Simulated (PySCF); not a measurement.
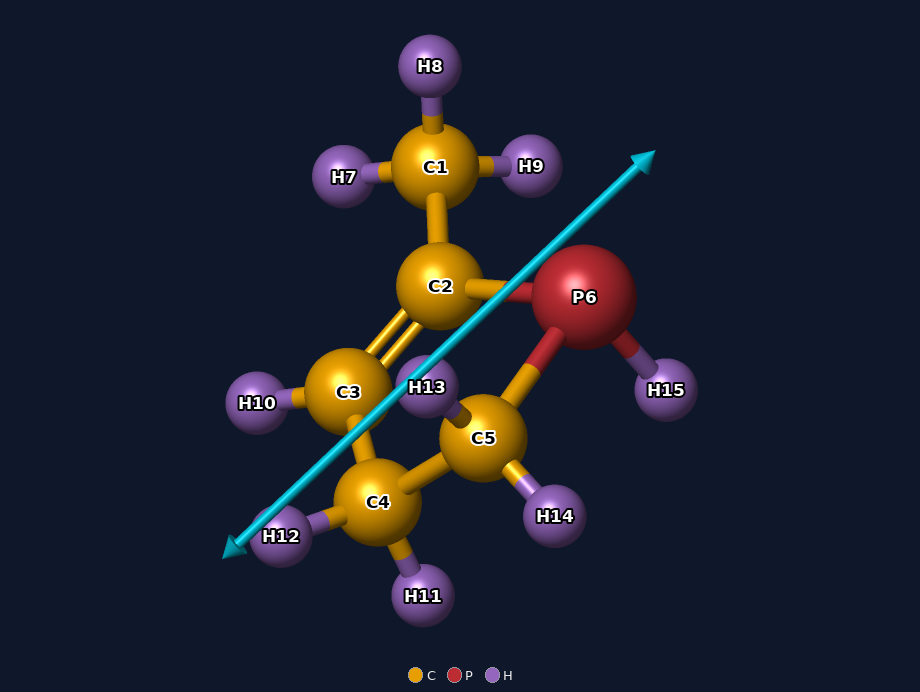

The double arrow shows the direction of the transition dipole to excited singlet state 4 (its length means nothing). The computed structure is the end point of a GFN2-xTB optimisation. No frequency run is at hand to confirm it as a minimum. Level of theory: TDDFT PBE0/def2-SVPD, vertical, gas phase, core orbitals frozen in the response (PySCF 2.14.0).

Question. Give its energy, strength and character.

Answer. 6.57 eV (189 nm), oscillator strength 0.097, mainly HOMO−1 → LUMO (weight 0.69); transition dipole 1.97 D.

The geometry is semi-empirical. Around P such bond lengths and angles can be off by a tenth of an ångström or more and by several degrees, and values that hang on the shape move with them.
